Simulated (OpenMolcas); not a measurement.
# doublet [InCNF2]− at 3 levels

Aim: a comparison of 3 runs (UHF/3-21G, USVWN5/def2-SVPD, UTPSS/def2-SVPD) of doublet [InCNF2]−. 

Program for the calculation: OpenMolcas 26.06.

**1. Starting point**

[InCNF2]−: 5 atoms, total charge -1, spin state doublet. SMILES of the parent species: `N#[C][In]([F])[F]`. The shape is that of a PBE0-D4/def2-TZVP optimisation. That shape belongs to the parent species and isn't relaxed for this state.

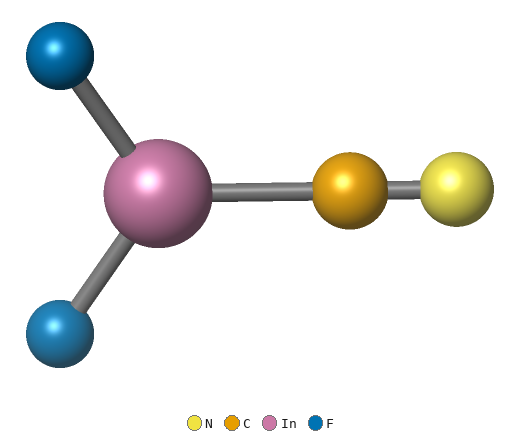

The structure, seen from a chosen angle (nitrogen yellow, carbon amber, indium pink, fluorine blue).

**2. The energy at UHF/3-21G (run 1)**

calc.inp

```
* CF2InN Hartree-Fock
>>> EXPORT MOLCAS_PRINT=2

&GATEWAY
  BasLib=$CurrDir
  BasisSet
  N.3-21G....
  N1 1.298000 -1.592200 1.589600 angstrom
  End of Basis
  BasisSet
  C.3-21G....
  C2 0.724900 -0.890300 0.878600 angstrom
  End of Basis
  BasisSet
  In.3-21G....
  In3 -0.306000 0.372300 -0.400300 angstrom
  End of Basis
  BasisSet
  F.3-21G....
  F4 -1.872100 -0.154800 -1.375500 angstrom
  F5 0.205100 2.191400 -0.733700 angstrom
  End of Basis

&SEWARD

&SCF
  UHF
  Charge=-1
  Spin=2
  Thresholds=1e-10 1e-07 1e-07 1e-05
  PrOrbitals=0
```

The basis set 3-21G is read from a file made from the Basis Set Exchange's data (not shown).

Run with:

```console
$ export MOLCAS_MEM=1860
$ pymolcas calc.inp > calc.log
```

Standard output:

```text
--- Start Module: gateway ---
[...]
--- Stop Module: gateway /rc=_RC_ALL_IS_WELL_ ---
--- Start Module: seward ---
[...]
      Basis functions           67
--- Stop Module: seward /rc=_RC_ALL_IS_WELL_ ---
[...]
--- Start Module: scf ---
[...]
       Convergence after  38 Iterations
[...]
::    Total SCF energy                              -6004.4061253971
[...]
      Total spin, S                                     0.5410309389
[...]
      Total electronic charge=   81.000000
      Total            charge=   -1.000000
[...]
      Dipole Moment (debye):
      Origin of the operator (angstrom)=   -0.2233    0.2710   -0.2977
                   X= -6.3500E-01               Y=  7.7706E-01               Z= -7.8476E-01           Total=  1.2739E+00
      Center of Charge (angstrom)
[...]
--- Stop Module: scf /rc=_RC_ALL_IS_WELL_ ---
[...]
```

It took 6.9 s on 1 thread of Arm Neoverse V1, shared host; peak memory 0.41 GiB.

**3. The energy at USVWN5/def2-SVPD (core potential) (run 2)**

geom.xyz

```xyz
5

N      1.298000    -1.592200     1.589600
C      0.724900    -0.890300     0.878600
In    -0.306000     0.372300    -0.400300
F     -1.872100    -0.154800    -1.375500
F      0.205100     2.191400    -0.733700
```

calc.inp

```
* CF2InN Kohn-Sham DFT

&GATEWAY
  BasLib = $CurrDir
  Coord = geom.xyz
  Basis = def2-SVPD
  Group = NoSym

&SEWARD
  GridInput
  Grid=UltraFine
  End of Grid

&SCF
  UHF
  Charge = -1
  Spin = 2
  KSDFT = SVWN5
  Thresholds = 1e-10 1e-07 1e-07 1e-05
  PrOrbitals = 1 2
```

The basis set def2-SVPD is read from a file made from the Basis Set Exchange's data (not shown).

Run with:

```console
$ export MOLCAS_MEM=1860
$ pymolcas calc.inp > calc.log
```

Standard output:

```text
--- Start Module: gateway ---
[...]
--- Stop Module: gateway /rc=_RC_ALL_IS_WELL_ ---
--- Start Module: seward ---
[...]
      Basis functions          118
--- Stop Module: seward /rc=_RC_ALL_IS_WELL_ ---
[...]
--- Start Module: scf ---
[...]
       Convergence after  30 Iterations
[...]
::    Total KS-DFT energy                            -480.1850838436
[...]
      Total spin, S                                     0.5004846998
[...]
      Total electronic charge=   53.000000
      Total            charge=   -1.000000
[...]
      Dipole Moment (debye):
      Origin of the operator (angstrom)=   -0.2233    0.2710   -0.2977
                   X=  5.5399E-02               Y= -6.8125E-02               Z=  6.9753E-02           Total=  1.1214E-01
      Center of Charge (angstrom)
[...]
--- Stop Module: scf /rc=_RC_ALL_IS_WELL_ ---
[...]
```

Wall time 67 s (1 thread of Arm Neoverse V1, shared host); peak memory 0.74 GiB.

**4. A single-point energy at UTPSS/def2-SVPD (core potential) (run 3)**

job.input

```
>>> EXPORT MOLCAS_PRINT=2
&GATEWAY
BasLib=$CurrDir
Coord
5
angstrom
N        1.298000      -1.592200       1.589600
C        0.724900      -0.890300       0.878600
In      -0.306000       0.372300      -0.400300
F       -1.872100      -0.154800      -1.375500
F        0.205100       2.191400      -0.733700
Basis=def2-SVPD
Group=NoSym
&SEWARD
GridInput
Grid=UltraFine
End of Grid
&SCF
UHF
Charge=-1
Spin=2
KSDFT=2
1.0 MGGA_X_TPSS
1.0 MGGA_C_TPSS
Thresholds=1e-10 1e-07 1e-07 1e-05
PrOrbitals=1
```

The basis set def2-SVPD is read from a file made from the Basis Set Exchange's data (not shown).

Run with:

```console
$ export MOLCAS_MEM=1860
$ pymolcas job.input > job.log
```

Standard output:

```text
--- Start Module: gateway ---
[...]
--- Stop Module: gateway /rc=_RC_ALL_IS_WELL_ ---
--- Start Module: seward ---
[...]
      Basis functions          118
--- Stop Module: seward /rc=_RC_ALL_IS_WELL_ ---
[...]
--- Start Module: scf ---
[...]
       Convergence after  32 Iterations
[...]
::    Total KS-DFT energy                            -482.4814640346
[...]
      Total spin, S                                     0.5010470479
[...]
      Dipole Moment (debye):
      Origin of the operator (angstrom)=   -0.2233    0.2710   -0.2977
                   X=  2.2674E-02               Y= -2.8824E-02               Z=  3.2011E-02           Total=  4.8679E-02
      Center of Charge (angstrom)
[...]
--- Stop Module: scf /rc=_RC_ALL_IS_WELL_ ---
[...]
```

Wall time 2.8 min (1 thread of Arm Neoverse V1, shared host); peak memory 0.74 GiB.

**5. All runs side by side**

| run | level | integration grid | energy (Eh) | HOMO energy (eV) | LUMO energy (eV) | ⟨S²⟩ | wall time |
| --- | --- | --- | --- | --- | --- | --- | --- |
| 1 | UHF/3-21G | – | -6004.406125 | 0.11 | 6.09 | 0.834 | 6.9 s |
| 2 | USVWN5/def2-SVPD (core potential) | UltraFine | -480.185084 | 1.23 | 1.34 | 0.751 | 67 s |
| 3 | UTPSS/def2-SVPD (core potential) | UltraFine | -482.481464 | 1.46 | 1.64 | 0.752 | 2.8 min |

**6. Summary of results**

| quantity | value |
| --- | --- |
| run 3: total energy | -482.48146 Eh |
| run 3: HOMO energy (highest over α and β) | 1.46 eV |
| run 3: LUMO energy (lowest over α and β) | 1.64 eV |
| run 3: ⟨S²⟩ | 0.752 |

What this shows: Totals of different functionals can't be ranked against each other. Some runs of one species differ in core potentials or relativity; totals across that change don't compare. In runs 1, 2, 3 the HOMO lies above zero, so the outermost electron may be held by the basis alone. In run 1 relativity is left out where basis or elements ask for it. All runs together took 4 min, the longest 2.8 min.
